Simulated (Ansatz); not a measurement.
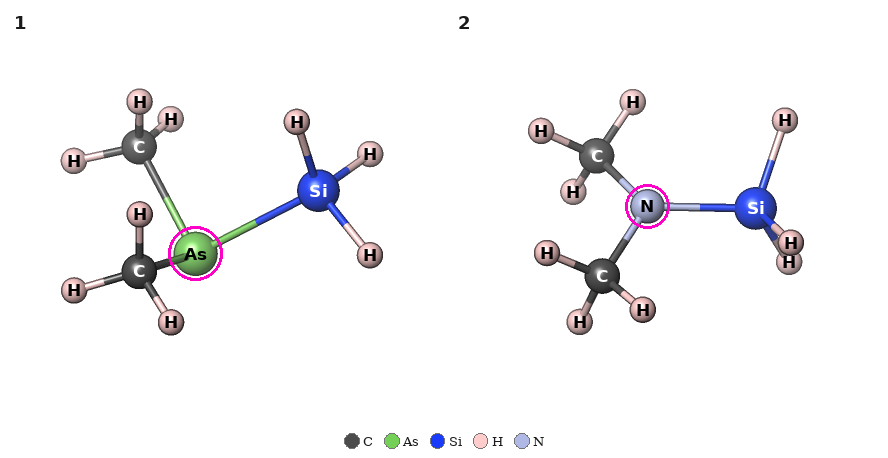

2 molecules with one skeleton, seen from the same side and at one scale; the atom that differs is circled. Each species is neutral and a spin singlet. Computed geometries: PBE0-D4/def2-TZVP optimisations, one conformation each. Properties computed with Ansatz 0.2.0.

One atom differs, called X below: As in panel 1, N in panel 2. Their formulas are C2H9AsSi (`C[As](C)[SiH3]`), C2H9NSi (`CN(C)[SiH3]`).

> In which is the dipole moment larger (PBE-D4/def2-TZVPP)?

In panel 1 (X = As).

> In which is the mean length of X–C larger (PBE0-D4/def2-TZVP)?

In panel 1 (X = As).

Give the values. With PBE0-D4/def2-TZVP: mean length of X–C (Å), length of X–Si (Å), mean angle C–X–Si (°). With PBE-D4/def2-TZVPP: dipole moment (D), HOMO energy (Kohn–Sham orbital) (eV), HOMO–LUMO gap (eV).

```json
{"quantity": "mean length of X–C (Å)", "1 (As)": "1.975", "2 (N)": "1.442", "2 − 1": "−0.533"}
{"quantity": "length of X–Si (Å)", "1 (As)": "2.359", "2 (N)": "1.717", "2 − 1": "−0.642"}
{"quantity": "mean angle C–X–Si (°)", "1 (As)": "95.8", "2 (N)": "120.9", "2 − 1": "+25.1"}
{"quantity": "dipole moment (D)", "1 (As)": "1.12", "2 (N)": "1.01", "2 − 1": "−0.11"}
{"quantity": "HOMO energy (Kohn–Sham orbital) (eV)", "1 (As)": "−5.62", "2 (N)": "−5.09", "2 − 1": "+0.53"}
{"quantity": "HOMO–LUMO gap (eV)", "1 (As)": "5.09", "2 (N)": "4.82", "2 − 1": "−0.27"}
```
